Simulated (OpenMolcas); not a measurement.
# Co²⁺ among point charges: CASSCF and CASPT2 levels and susceptibility

How does a field of 8 point charges split the states of Co²⁺, and what χT follows?

The numbers are computed with OpenMolcas 26.06 (state-averaged CASSCF and CASPT2, spin-orbit coupling by RASSI with atomic mean-field integrals), except any that are marked as measured or tabulated.

**1. The system**

* Species: Co²⁺ (cobalt, Z = 27, 25 electrons)
* Basis: ANO-RCC-VDZP [5s4p2d1f], 34 functions
* Scalar Hamiltonian: DKH2, point nucleus
* Inactive shells: 1s 2s 2p 3s 3p
* Active space: 7 electrons in 5 orbitals (3d)
* Some configurations of this space: 3d7
* Orbitals: optimised for each spin and parity, averaged over all roots

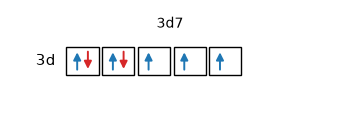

Outer shells as boxes.

The ion sits among 8 point charges of -1.6 e arranged as a cube (Oh), 1.7 Å from the ion.

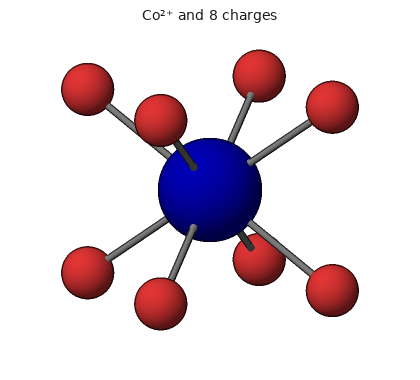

The ion and the point charges (red).

The work runs as a chain of OpenMolcas steps in one folder; each step below is one input file. Labels, J, g values, rates, χT and fits are worked out afterwards by a script from the matrices that RASSI stores. The input lists half of the charges; inversion (Group=XYZ) makes the rest.

**2. GATEWAY and SEWARD: basis and integrals**

Contents of a.inp:

```
&GATEWAY
Coord
1

Co 0.0 0.0 0.0
Basis=ANO-RCC-VDZP
Group=XYZ
NoMove
AngMom=0.0 0.0 0.0
AMFI
XField
4 Angstrom 0
0.981495 0.981495 0.981495 -1.600000
0.981495 0.981495 -0.981495 -1.600000
0.981495 -0.981495 0.981495 -1.600000
0.981495 -0.981495 -0.981495 -1.600000
&SEWARD
```

On the command line:

```console
> OMP_NUM_THREADS=1 MOLCAS_MEM=1689 MOLCAS_PROJECT=a pymolcas a.inp > a.log
```

**3. CASSCF: quartets of even parity, 10 roots**

Contents of a.inp:

```
&RASSCF
FileOrb=start.orb
Symmetry=1
Spin=4
nActEl=7 0 0
Inactive=3 6
Ras2=5 0
CIRoot=10 10 1
SDav=10
CIMx=300
Iter=120 100
PrWF=0.3
OrbListing=Nothing
MaxOrb=0
>>> COPY $Project.JobIph JOB001
```

start.orb holds the contracted functions of the basis, ordered by shell, or the orbitals of the step before.

**4. Reference wave functions, doublets of even parity, 40 roots**

Contents of a.inp:

```
&RASSCF
FileOrb=start.orb
Symmetry=1
Spin=2
nActEl=7 0 0
Inactive=3 6
Ras2=5 0
CIRoot=40 40 1
SDav=40
CIMx=300
Iter=120 100
PrWF=0.3
OrbListing=Nothing
MaxOrb=0
>>> COPY $Project.JobIph JOB002
```

**5. State interaction with spin-orbit coupling**

Contents of a.inp:

```
&RASSI
NrOfJobIphs=2 10 40
1 2 3 4 5 6 7 8 9 10
1 2 3 4 5 6 7 8 9 10 11 12 13 14 15 16 17 18 19 20 21 22 23 24 25 26 27
28 29 30 31 32 33 34 35 36 37 38 39 40
IphNames
JOB001
JOB002
EJob
SpinOrbit
DIPRint=1.0
SOCoupling=1000.0
Subsets=2
Property=9
'ANGMOM' 1 'ANGMOM' 2 'ANGMOM' 3 'MLTPL  1' 1 'MLTPL  1' 2 'MLTPL  1' 3
'AMFI' 1 'AMFI' 2 'AMFI' 3
SOProperty=3
'ANGMOM' 1 'ANGMOM' 2 'ANGMOM' 3
```

**6. CASPT2: IPEA 0.25, imaginary shift 0.1 (closed shells correlated: 3s 3p)**

Contents of a.inp:

```
>>> COPY JOB001 $Project.JobIph
&CASPT2
Multistate=10 1 2 3 4 5 6 7 8 9 10
NoMult
Frozen=2 3
IPEA=0.25
Imaginary=0.1
MaxIter=60
WThr=0.0 0.3 0.05
PrWF=0.5
NoMix
>>> COPY JOB002 $Project.JobIph
&CASPT2
Multistate=40 1 2 3 4 5 6 7 8 9 10 11 12 13 14 15 16 17 18 19 20 21 22
23 24 25 26 27 28 29 30 31 32 33 34 35 36 37 38 39 40
NoMult
Frozen=2 3
IPEA=0.25
Imaginary=0.1
MaxIter=60
WThr=0.0 0.3 0.05
PrWF=0.5
NoMix
```

(Steps that only read results are left out.)

Before running it: what results should come out? Wanted: spin-free ground state; first state of the same spin within the active space; lowest level; next level.

As calculated:

| quantity | value |
| --- | --- |
| method | SS-CASPT2, IPEA 0.25, imaginary shift 0.1 (closed shells correlated: 3s 3p) |
| spin-free ground state | 4A2, 1-fold in its orbital part |
| first state of the same spin within the active space | 4T2 at 8550 cm⁻¹ |
| lowest level | 4-fold Γ8 |
| next level | 8365.7 cm⁻¹ |
| χT at 300 K | 2.27 cm³ K/mol |
| effective moment at 300 K | 4.26 μB |

Cost by method:

| method | time of its own steps | time with the reference |
| --- | --- | --- |
| A. CASSCF | 10 s | 10 s |
| B. SS-CASPT2, IPEA 0.25, imaginary shift 0.1, +3s 3p | 3.5 s | 14 s |

Times are of one thread on a shared host.

What this shows: The spin-free ground state (4A2) comes to 100 % from free-ion F terms and keeps the highest spin of the shell. χT at 300 K is 2.27, against 1.88 cm³ K/mol for the spin alone, so orbital moment adds to it. A ligand-field fit to the states below 45000 cm-1 gives 10Dq = -8727 cm-1, B = 1013 cm-1 and C = 4172 cm-1 (C/B = 4.12), with a deviation of 669 cm-1. CASPT2 does not keep the components of a term degenerate, and the means are used. The field of point charges can differ much from that of real complexes. With metal d orbitals alone active, the gaps between spin states are rough; where two lie within a few thousand cm-1, their order is open. This is an electrostatic model: the charges have no orbitals.
